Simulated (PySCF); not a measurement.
## NMR shielding calculation of C3H9NSi

- system: C3H9NSi, SMILES C1CN[SiH2]C1
- method: GIAO PBE0/pcSseg-1 NMR shielding, non-relativistic, gas phase (PySCF 2.14.0)

The geometry comes from this level: GFN2-xTB. Figures and captions count atoms from 1; the log counts them from 0 in places.

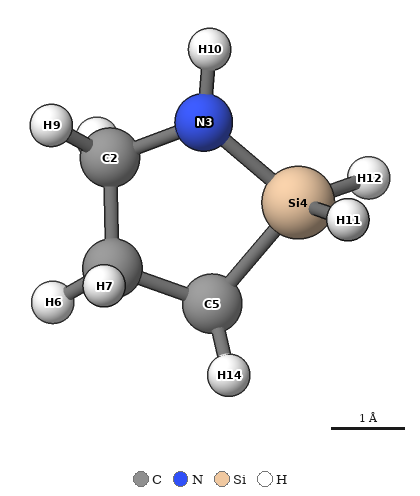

Fig. 1: The structure (ball-and-stick view, seen at a tilt; atoms are numbered from 1 in the order of the input).

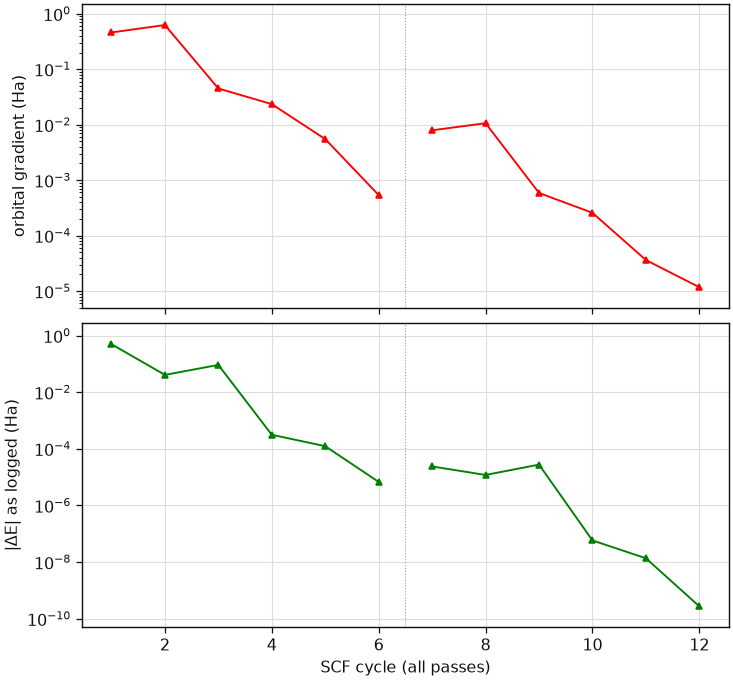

Fig. 2: Convergence of the self-consistent field: orbital gradient and size of the energy change against the SCF cycle. The dotted line marks the change from a coarse to the final integration grid. The first 6 cycles use a coarse grid, the final grid takes over at cycle 7, and the field converges after 12 cycles in all.

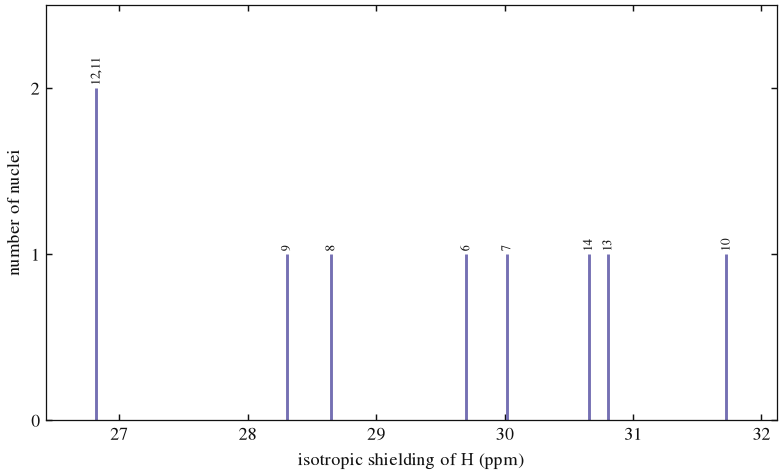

Fig. 3: Isotropic shieldings of the hydrogen nuclei in this fixed geometry, labelled by atom number; shielding grows to the right, so chemical shift grows to the left. The least shielded is H12 (26.8 ppm), the most shielded H10 (31.7 ppm).

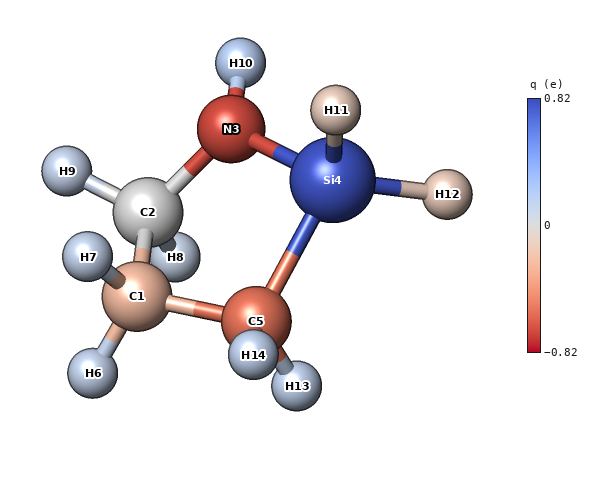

Fig. 4: Mulliken charges, as the colour of each atom (ball-and-stick view, seen at a tilt; atoms are numbered from 1 in the order of the input). By element: C −0.54 to 0.00, N −0.67, Si +0.78 and H −0.13 to +0.18 e.

The input that produced these results follows, with the program's output.

## Input file
```
{"job": {"kind": "nmr", "xc": "PBE0", "basis": "pcSseg-1"}, "charge": 0, "multiplicity": 1}
C     -0.526112    -1.066742     0.339234
C     -1.316264     0.177668    -0.055721
N     -0.428058     1.303590     0.155139
Si     1.236343     0.944908    -0.055400
C      0.886915    -0.916536    -0.220930
H     -1.020718    -1.971572    -0.019069
H     -0.473724    -1.112488     1.428214
H     -1.633814     0.105877    -1.106192
H     -2.215114     0.287279     0.560238
H     -0.854882     2.205642     0.031299
H      1.981789     1.331927     1.144916
H      1.872920     1.487386    -1.262796
H      0.905254    -1.216534    -1.268767
H      1.584785    -1.560879     0.307669
```

The first line tells a small driver script what to run in PySCF; the rest is the geometry in Å.

## Log
```
coarse grid: 11528 points
cycle   1  E = -463.5521792817  dE =  4.962e-01  |g| = 4.595e-01  |ddm| = 3.267e+00
cycle   2  E = -463.5113661772  dE =  4.081e-02  |g| = 6.256e-01  |ddm| = 1.046e+00
cycle   3  E = -463.6030325173  dE = -9.167e-02  |g| = 4.495e-02  |ddm| = 6.612e-01
cycle   4  E = -463.6033451046  dE = -3.126e-04  |g| = 2.348e-02  |ddm| = 6.286e-02
cycle   5  E = -463.6034684821  dE = -1.234e-04  |g| = 5.501e-03  |ddm| = 2.514e-02
cycle   6  E = -463.6034752402  dE = -6.758e-06  |g| = 5.388e-04  |ddm| = 5.176e-03
final grid: 104896 points
cycle   7  E = -463.6310232568  dE = -2.374e-05  |g| = 7.926e-03  |ddm| = 2.199e-02
cycle   8  E = -463.6310113481  dE =  1.191e-05  |g| = 1.064e-02  |ddm| = 1.685e-02
cycle   9  E = -463.6310389605  dE = -2.761e-05  |g| = 5.889e-04  |ddm| = 9.814e-03
cycle  10  E = -463.6310390185  dE = -5.798e-08  |g| = 2.580e-04  |ddm| = 6.746e-04
cycle  11  E = -463.6310390321  dE = -1.359e-08  |g| = 3.638e-05  |ddm| = 2.411e-04
cycle  12  E = -463.6310390324  dE = -2.714e-10  |g| = 1.177e-05  |ddm| = 5.147e-05
converged SCF energy = -463.6310390324

GIAO shielding tensors (ppm)
atom      isotropic    diamagn.    paramagn.     s11        s22        s33       span
  0 C      157.757     247.534     -89.777    141.376    160.385    171.511     30.135
  1 C      136.175     244.007    -107.833    112.602    133.928    161.994     49.392
  2 N      244.609     322.051     -77.442    195.424    226.968    311.434    116.010
  3 Si     377.912     879.531    -501.618    341.425    361.345    430.967     89.543
  4 C      176.371     251.990     -75.619    160.988    171.528    196.597     35.608
  5 H       29.702      29.921      -0.219     24.817     27.391     36.897     12.079
  6 H       30.021      30.749      -0.728     24.990     27.773     37.299     12.309
  7 H       28.650      30.103      -1.452     23.361     26.799     35.791     12.430
  8 H       28.305      29.126      -0.821     23.216     26.734     34.964     11.748
  9 H       31.728      31.552       0.175     21.964     28.921     44.298     22.334
 10 H       26.837      28.922      -2.085     22.955     24.238     33.319     10.364
 11 H       26.809      28.843      -2.034     23.404     24.180     32.842      9.437
 12 H       30.807      30.968      -0.161     26.163     27.843     38.414     12.251
 13 H       30.655      30.167       0.488     25.948     27.636     38.382     12.434
```

## Key numbers

```json
{"quantity": "outcome", "value": "converged"}
{"quantity": "total energy", "value": "−463.631039 hartree"}
{"quantity": "HOMO", "value": "−6.47 eV"}
{"quantity": "LUMO", "value": "0.92 eV"}
{"quantity": "dipole moment", "value": "0.86 D"}
{"quantity": "isotropic shielding, C", "value": "136.2 to 176.4 ppm"}
{"quantity": "isotropic shielding, N", "value": "244.6 ppm"}
{"quantity": "isotropic shielding, Si", "value": "377.9 ppm"}
{"quantity": "isotropic shielding, H", "value": "26.8 to 31.7 ppm"}
{"quantity": "hardware", "value": "1 CPU thread, shared host"}
{"quantity": "wall time", "value": "20 s"}
{"quantity": "peak memory", "value": "0.67 GiB"}
```
